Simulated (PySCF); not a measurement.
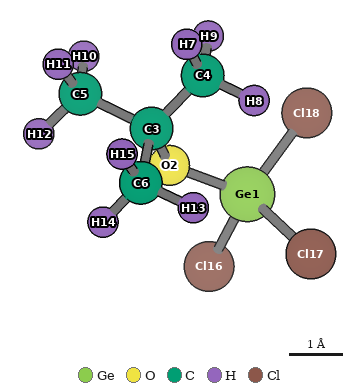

C$_{4}$H$_{9}$Cl$_{3}$GeO, before the relaxation. The picture is a ball-and-stick view, seen from a free direction.

The start comes from GFN2-xTB. Its atoms were then displaced at random by about 0.03 Å.

The calculation used PySCF 2.14.0, density-fitted response routines, PBE0-D3(BJ)/def2-SVP geometry optimisation, gas phase.

```xyz
18

Ge    1.3593   -0.3038   -2.0608
O     1.0156    0.0584   -0.3894
C    -0.1751    0.0732    0.4499
C    -0.9830   -1.0355    0.1030
C     0.4311   -0.1489    1.8557
C    -0.8204    1.4518    0.3618
H    -1.8925   -1.0578    0.8055
H    -1.4145   -0.8780   -0.9133
H    -0.5795   -1.9867    0.2182
H     0.9441   -1.0927    1.9758
H    -0.3957   -0.1196    2.6393
H     1.1678    0.6611    2.1447
H    -1.2828    1.6097   -0.6660
H    -0.1482    2.2405    0.6030
H    -1.6434    1.4630    1.0787
Cl    3.2406    0.5642   -2.3048
Cl   -0.0872    0.8144   -3.3490
Cl    1.2073   -2.2962   -2.4744
```

Question: What does the optimiser find from here?

Answer: Over 10 geometry steps the energy falls by 17.8 kcal/mol. The largest moves after the best rigid fit, 0.23 Å, are those of Cl16 and Cl17. By element the largest moves are Cl 0.23 Å, H 0.16 Å, O 0.14 Å, Ge 0.13 Å, C 0.09 Å. Some distances before and after: C3–C4 1.415 → 1.523 Å, Ge1–Cl18 2.041 → 2.138 Å, Ge1–Cl17 2.237 → 2.144 Å, C4–H9 1.040 → 1.100 Å. Bond angles that change, for instance: Cl16–Ge1–Cl18 116.7° → 108.4°, C3–C4–H9 117.9° → 110.9°, Ge1–O2–C3 135.7° → 128.7°. The run took 2.4 min on 2 threads of Intel(R) Xeon(R) 6975P-C, on a shared host.

Final geometry:

```xyz
18

Ge    1.2832   -0.2273   -1.9942
O     1.0939    0.1343   -0.3064
C    -0.1054    0.0992    0.4959
C    -1.0272   -1.0291    0.0522
C     0.3946   -0.1402    1.9132
C    -0.7932    1.4534    0.3786
H    -1.9102   -1.0766    0.7060
H    -1.3896   -0.8699   -0.9759
H    -0.5108   -1.9990    0.0970
H     0.9195   -1.1044    1.9746
H    -0.4449   -0.1488    2.6240
H     1.0959    0.6540    2.2068
H    -1.1275    1.6345   -0.6533
H    -0.0981    2.2561    0.6645
H    -1.6719    1.5007    1.0391
Cl    3.1870    0.5420   -2.5313
Cl   -0.2234    0.6673   -3.2297
Cl    1.2716   -2.3295   -2.3833
```

After the run, drawn alike:

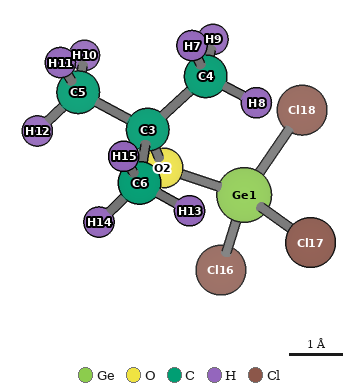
